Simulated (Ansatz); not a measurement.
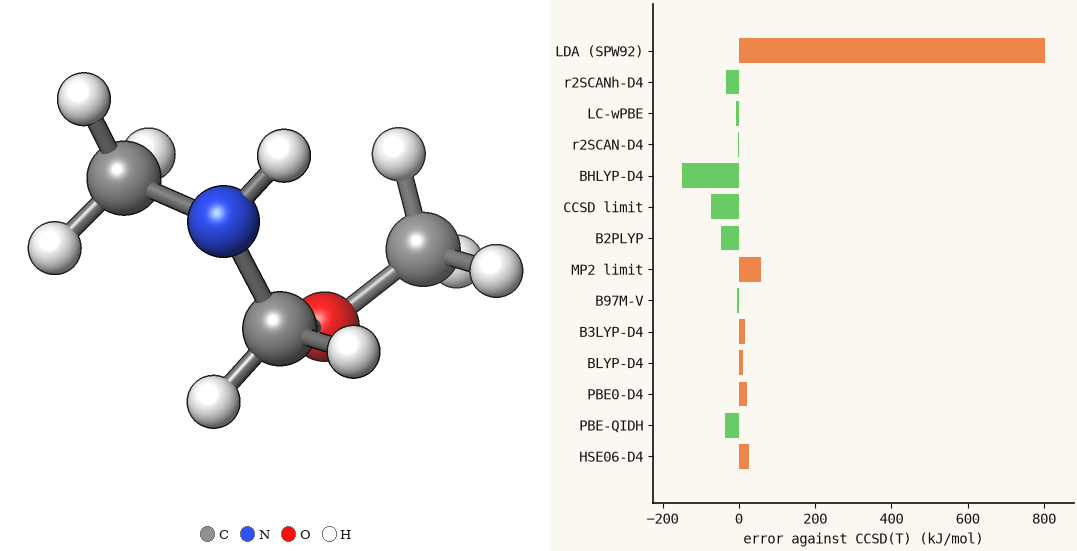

Error in the electronic atomisation energy (method less reference, so positive means overbinding) of C₃H₉NO, SMILES CNCOC: functionals in def2-TZVPP against frozen-core CCSD(T) at the limit (MP2 extrapolated from triple and quadruple zeta, plus CCSD(T) less MP2 in a smaller set), which gives 5268.1 kJ/mol, at a PBE0-D4/def2-TZVP geometry (a minimum by its frequencies), no zero-point or spin-orbit term, the Ansatz code 0.2.0. The reference leaves out core correlation, a term that grows with the number of heavy atoms. B2PLYP and PBE-QIDH hold a correlation term that converges slowly with the basis, so part of the distance to the limit is basis error. No dispersion term is added to LC-wPBE, B2PLYP and PBE-QIDH. Limit means the basis limit.

Question: Which of these levels overbind, and which underbind?

Answer: Overbind: LDA (SPW92), MP2 limit and HSE06-D4. Underbind: r2SCANh-D4, BHLYP-D4, CCSD limit, B2PLYP and PBE-QIDH. Within 25 kJ/mol of zero, too close to call in view of what the reference leaves out: LC-wPBE, r2SCAN-D4, B97M-V, B3LYP-D4, BLYP-D4 and PBE0-D4.

Question: What range do the values span?

Answer: From −149.2 kJ/mol (BHLYP-D4) to 801.4 kJ/mol (LDA (SPW92)).

Caveats, for all or some of the runs: one conformer of a flexible molecule.
